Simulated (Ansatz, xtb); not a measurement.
## Ligand exchange: CH3Br + GeH4 → CH4 + GeH3Br

Species: CH3Br `CBr`, singlet; GeH4 (germane) `[GeH4]`, singlet; CH4 (methane) `C`, singlet; GeH3Br `[GeH3][Br]`, singlet. The partners trade Br for H: C–Br and Ge–H bonds give way to C–H and Ge–Br.

Shapes, held fixed at every level: PBE0-D4/def2-TZVP. Programs: Ansatz 0.2.0, xtb 6.7.1. The zero-point and thermal change to 298 K, harmonic and unscaled (PBE0-D4/def2-TZVP), is +6.2 kJ/mol.

```tsv
level	kind	ΔH(298 K) (kJ/mol)	less CCSD(T)/def2-TZVPP	CPU time (sum over the molecules)
GFN0-xTB	semi-empirical	-60.5	+72.8	0.21 s
HF/def2-TZVPP	Hartree–Fock	-145.1	-11.8	–
PBE-D4/def2-TZVPP	GGA	-132.2	+1.1	8.6 s
B3LYP-D4/def2-TZVPP	global hybrid	-136.1	-2.8	12 s
PBE0-D4/def2-TZVPP	global hybrid	-137.0	-3.7	8.6 s
B2PLYP/def2-TZVPP	double hybrid	-136.7	-3.4	15 s
CCSD(T)/def2-SVP	coupled cluster or CI	-136.2	-2.9	8.3 s
CCSD/def2-SVP	coupled cluster or CI	-137.7	-4.4	–
CCSD(T)/def2-TZVPP	coupled cluster or CI	-133.3	0.0	57 s
```

The highest level, CCSD(T)/def2-TZVPP, gives ΔH(298 K) = -133.3 kJ/mol; the levels span -145.1 to -60.5. GFN0-xTB strays far from the other rows. The column of differences is taken from that level and isn't an error. No measured value is set beside it here. Relativity is left out for Br, Ge. Outer-core shells of Br, Ge are correlated in most correlated rows, in sets that cover them unevenly. Times are processor times on shared x86 and Arm servers, and rough.

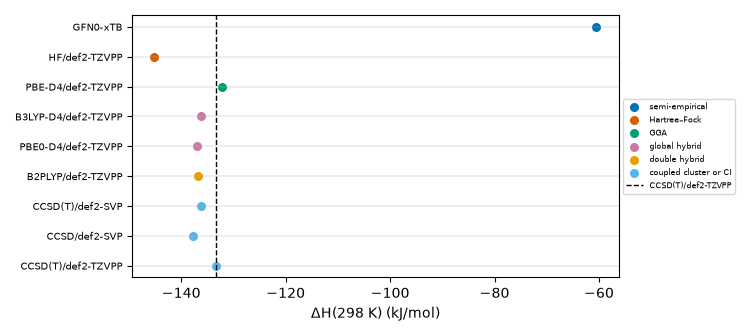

The values of the table, level by level.
